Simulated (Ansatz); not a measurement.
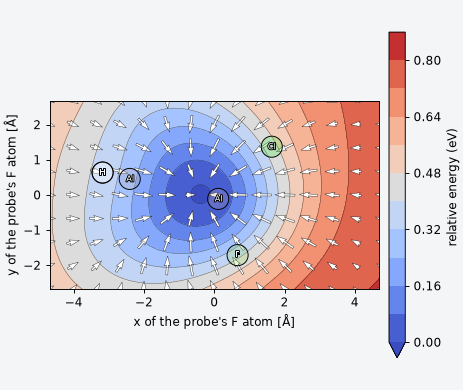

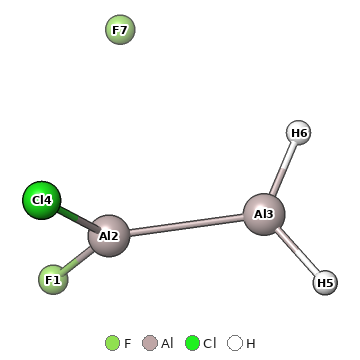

Energy landscape of Al₂ClFH₂ (SMILES [F][Al]([AlH2])[Cl]) with the probe F-. The probe is moved over a plane parallel to the molecule's main plane, 3.67 Å above it. The first coordinate is: x of the probe's F atom; the second: y of the probe's F atom. Nothing is relaxed (molecule and probe rigid). The grid has 15 × 9 points. Energies are in eV, from the lowest grid point. Theory: RHF-MP2, frozen core/def2-SVPD in Ansatz.

Drawn: filled contours, arrows along the force (downhill), their lengths compressed, labelled circles for the molecule's atoms, projected on the plane. Between grid points the surface is interpolated. The second picture is the structure at the lowest point.

Where are the wells?

Answer. The lowest grid point is at x of the probe's F atom = −0.67 Å, y of the probe's F atom = 0.00 Å [nearest 1 H at 3.46 Å]. It is the only kind of minimum in the scanned range. The highest grid point, x of the probe's F atom = 4.69 Å, y of the probe's F atom = −2.68 Å, lies 0.80 eV above the lowest. Near the minimum the well is nearly round, with a curvature of about 0.22 eV/Å².

Grid values (eV):

| y of the probe's F atom ↓, x of the probe's F atom → | −4.69 | −4.02 | −3.35 | −2.68 | −2.01 | −1.34 | −0.67 | 0.00 | 0.67 | 1.34 | 2.01 | 2.68 | 3.35 | 4.02 | 4.69 |
| --- | --- | --- | --- | --- | --- | --- | --- | --- | --- | --- | --- | --- | --- | --- | --- |
| 2.68 | 0.54 | 0.50 | 0.46 | 0.41 | 0.37 | 0.35 | 0.36 | 0.40 | 0.47 | 0.54 | 0.61 | 0.66 | 0.71 | 0.74 | 0.76 |
| 2.01 | 0.53 | 0.48 | 0.43 | 0.37 | 0.31 | 0.26 | 0.25 | 0.29 | 0.37 | 0.47 | 0.56 | 0.64 | 0.70 | 0.74 | 0.76 |
| 1.34 | 0.51 | 0.46 | 0.40 | 0.34 | 0.25 | 0.17 | 0.14 | 0.17 | 0.26 | 0.39 | 0.51 | 0.61 | 0.68 | 0.73 | 0.76 |
| 0.67 | 0.50 | 0.44 | 0.39 | 0.32 | 0.21 | 0.10 | 0.04 | 0.05 | 0.16 | 0.31 | 0.47 | 0.59 | 0.68 | 0.73 | 0.77 |
| 0.00 | 0.49 | 0.43 | 0.37 | 0.30 | 0.19 | 0.07 | 0.00 | 0.01 | 0.11 | 0.28 | 0.45 | 0.58 | 0.68 | 0.74 | 0.77 |
| −0.67 | 0.49 | 0.43 | 0.36 | 0.29 | 0.19 | 0.10 | 0.05 | 0.06 | 0.16 | 0.32 | 0.48 | 0.61 | 0.69 | 0.75 | 0.78 |
| −1.34 | 0.49 | 0.44 | 0.38 | 0.31 | 0.24 | 0.19 | 0.17 | 0.20 | 0.29 | 0.42 | 0.55 | 0.65 | 0.72 | 0.76 | 0.79 |
| −2.01 | 0.50 | 0.46 | 0.41 | 0.36 | 0.33 | 0.31 | 0.32 | 0.37 | 0.44 | 0.54 | 0.63 | 0.70 | 0.75 | 0.78 | 0.80 |
| −2.68 | 0.53 | 0.49 | 0.46 | 0.44 | 0.42 | 0.43 | 0.46 | 0.51 | 0.57 | 0.64 | 0.70 | 0.74 | 0.78 | 0.79 | 0.80 |

The input of one point:

```yaml
crystal:
  periodic: [false, false, false]
  atoms:
    - { symbol: F, position_ang: [0.662144, -1.713158, -9.0e-06] }
    - { symbol: Al, position_ang: [0.109938, -0.113581, 2.1e-05] }
    - { symbol: Al, position_ang: [-2.407086, 0.45518, -6.0e-06] }
    - { symbol: Cl, position_ang: [1.635004, 1.371559, -7.0e-06] }
    - { symbol: H, position_ang: [-3.180233, 0.633451, -1.367712] }
    - { symbol: H, position_ang: [-3.178962, 0.63905, 1.367679] }
    - { symbol: F, position_ang: [-0.67, 0.0, 3.67] }
total_charge: -1
basis:
  gaussian: { orbitals: def2-SVPD }
hamiltonian:
  xc: hf
output:
  forces: true
correlation:
  method: mp2
```

Time for the 135 points that were run: 25 min on 1 thread of Arm Neoverse V2, on a shared host.
